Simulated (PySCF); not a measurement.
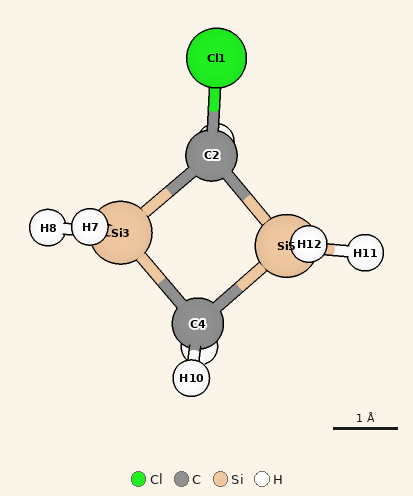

Fig. 1: The structure as given in the input (ball-and-stick view, seen on its broad side; atoms are numbered from 1 in the order of the input).

## C$_{2}$H$_{7}$ClSi$_{2}$: one change and its effect

System: C$_{2}$H$_{7}$ClSi$_{2}$, SMILES ClC1[SiH2]C[SiH2]1.
Method of run 1: GIAO PBE0/pcSseg-2 NMR shielding, non-relativistic, gas phase (PySCF 2.14.0).

The geometry comes from this level: PBE0-D3(BJ)/def2-SVP. Text and figures count atoms from 1; the logs count them from 0 in places.

**Input file, run 1**
```
{"job": {"kind": "nmr", "xc": "PBE0", "basis": "pcSseg-2", "pop": false}, "charge": 0, "multiplicity": 1}
Cl     1.599403    -2.405579     0.302366
C      0.866429    -0.922632    -0.349840
Si     0.916098     0.711875     0.643267
C     -0.818814     1.128150    -0.020671
Si    -1.034566    -0.721189    -0.414453
H      1.285517    -0.745622    -1.355612
H      0.893233     0.440748     2.109986
H      2.025735     1.658703     0.316138
H     -0.773587     1.741446    -0.935551
H     -1.532681     1.588732     0.676625
H     -1.703555    -1.083781    -1.701187
H     -1.677198    -1.453548     0.715239
```

The first line tells a small driver script what to run in PySCF; the rest is the geometry in Å.

Launched with:
```bash
OMP_NUM_THREADS=1 python <driver script> task.json out
```

Hardware: 1 CPU thread, shared host.

**Output (run 1)**
```
coarse grid: 11384 points
cycle   1  E = -1119.1433580816  dE =  2.777e-01  |g| = 3.964e-01  |ddm| = 2.523e+00
cycle   2  E = -1119.1324048493  dE =  1.095e-02  |g| = 4.308e-01  |ddm| = 5.957e-01
cycle   3  E = -1119.1796666328  dE = -4.726e-02  |g| = 6.230e-02  |ddm| = 3.350e-01
cycle   4  E = -1119.1806049542  dE = -9.383e-04  |g| = 2.479e-02  |ddm| = 8.932e-02
cycle   5  E = -1119.1807428493  dE = -1.379e-04  |g| = 4.914e-03  |ddm| = 2.748e-02
cycle   6  E = -1119.1807461682  dE = -3.319e-06  |g| = 2.786e-03  |ddm| = 5.829e-03
final grid: 95624 points
cycle   7  E = -1119.1939256936  dE = -5.627e-05  |g| = 6.748e-03  |ddm| = 2.970e-02
cycle   8  E = -1119.1939202572  dE =  5.436e-06  |g| = 7.561e-03  |ddm| = 9.294e-03
cycle   9  E = -1119.1939339819  dE = -1.372e-05  |g| = 1.099e-03  |ddm| = 5.701e-03
cycle  10  E = -1119.1939342490  dE = -2.671e-07  |g| = 2.813e-04  |ddm| = 9.968e-04
cycle  11  E = -1119.1939342684  dE = -1.933e-08  |g| = 7.959e-05  |ddm| = 2.831e-04
cycle  12  E = -1119.1939342696  dE = -1.227e-09  |g| = 3.204e-05  |ddm| = 8.763e-05
cycle  13  E = -1119.1939342699  dE = -2.647e-10  |g| = 3.744e-06  |ddm| = 3.361e-05
converged SCF energy = -1119.1939342699

GIAO shielding tensors (ppm)
atom      isotropic    diamagn.    paramagn.     s11        s22        s33       span
  0 Cl     865.496    1145.152    -279.656    750.907    753.928   1091.652    340.745
  1 C      154.590     249.938     -95.348    121.358    142.376    200.036     78.678
  2 Si     364.448     877.890    -513.442    328.831    351.580    412.933     84.103
  3 C      195.169     253.210     -58.041    184.424    196.383    204.701     20.277
  4 Si     364.437     877.882    -513.445    328.641    351.473    413.197     84.556
  5 H       28.099      30.588      -2.489     22.580     28.413     33.303     10.724
  6 H       26.507      29.223      -2.717     24.139     25.091     30.290      6.151
  7 H       26.120      28.622      -2.502     22.670     24.110     31.578      8.907
  8 H       30.904      30.977      -0.073     26.914     27.810     37.987     11.073
  9 H       30.844      29.711       1.133     26.162     27.146     39.223     13.061
 10 H       26.117      28.611      -2.494     22.666     24.109     31.577      8.910
 11 H       26.507      29.225      -2.719     24.143     25.103     30.274      6.132
```

Run 2 used a changed input.

**The two runs side by side**

```csv
quantity,run 1,run 2
outcome,converged,converged
total energy (hartree),−1119.193934,−1119.719049
HOMO (eV),−7.46,−7.21
LUMO (eV),−0.46,−0.43
dipole moment (D),2.48,2.48
shielding of Cl1 (ppm),865.5,865.0
shielding of C2 (ppm),154.6,153.3
shielding of Si3 (ppm),364.4,370.5
shielding of C4 (ppm),195.2,193.9
shielding of Si5 (ppm),364.4,370.4
shielding of H7 (ppm),26.5,26.7
shielding of H12 (ppm),26.5,26.7
SCF iterations,13,13
basis functions,299,299
wall time (shared host),60 s,67 s
```

What was changed in the input?

The change (lines with − go, lines with + come):
```diff
-"xc": "PBE0"
+"xc": "B97-2"
```

The total energies belong to different methods, so their difference says nothing on which is more stable or more accurate. The HOMO goes from −7.46 to −7.21 eV. Of all shieldings, the largest change is that of Si3 and Si5, by +6.0 ppm. The functional changes from PBE0 to B97-2. The number of SCF iterations is the same.

**Output (run 2)**
```
coarse grid: 11384 points
cycle   1  E = -1119.6755041027  dE =  2.583e-01  |g| = 3.977e-01  |ddm| = 2.528e+00
cycle   2  E = -1119.6611697029  dE =  1.433e-02  |g| = 4.518e-01  |ddm| = 6.361e-01
cycle   3  E = -1119.7144460381  dE = -5.328e-02  |g| = 6.005e-02  |ddm| = 3.568e-01
cycle   4  E = -1119.7153092695  dE = -8.632e-04  |g| = 2.781e-02  |ddm| = 9.384e-02
cycle   5  E = -1119.7154858630  dE = -1.766e-04  |g| = 5.105e-03  |ddm| = 2.978e-02
cycle   6  E = -1119.7154896923  dE = -3.829e-06  |g| = 3.014e-03  |ddm| = 5.907e-03
final grid: 95624 points
cycle   7  E = -1119.7190355776  dE = -6.298e-05  |g| = 9.794e-03  |ddm| = 3.599e-02
cycle   8  E = -1119.7190212358  dE =  1.434e-05  |g| = 1.096e-02  |ddm| = 1.414e-02
cycle   9  E = -1119.7190469558  dE = -2.572e-05  |g| = 2.564e-03  |ddm| = 1.029e-02
cycle  10  E = -1119.7190485445  dE = -1.589e-06  |g| = 3.948e-04  |ddm| = 2.125e-03
cycle  11  E = -1119.7190485828  dE = -3.836e-08  |g| = 6.347e-05  |ddm| = 3.817e-04
cycle  12  E = -1119.7190485834  dE = -5.789e-10  |g| = 3.165e-05  |ddm| = 6.272e-05
cycle  13  E = -1119.7190485837  dE = -2.563e-10  |g| = 5.660e-06  |ddm| = 3.130e-05
converged SCF energy = -1119.7190485837

GIAO shielding tensors (ppm)
atom      isotropic    diamagn.    paramagn.     s11        s22        s33       span
  0 Cl     864.979    1145.748    -280.769    749.922    752.248   1092.766    342.843
  1 C      153.309     250.091     -96.781    120.174    141.148    198.606     78.433
  2 Si     370.451     878.250    -507.799    335.876    358.400    417.077     81.201
  3 C      193.925     253.211     -59.286    183.454    195.092    203.229     19.775
  4 Si     370.447     878.241    -507.794    335.697    358.304    417.340     81.643
  5 H       28.232      30.731      -2.499     22.772     28.531     33.391     10.618
  6 H       26.718      29.514      -2.796     24.357     25.314     30.484      6.127
  7 H       26.324      28.851      -2.528     22.904     24.338     31.730      8.826
  8 H       31.038      31.106      -0.068     27.101     28.020     37.992     10.891
  9 H       30.957      29.802       1.155     26.361     27.319     39.192     12.831
 10 H       26.321      28.840      -2.519     22.900     24.336     31.728      8.829
 11 H       26.718      29.516      -2.798     24.360     25.326     30.468      6.108
```
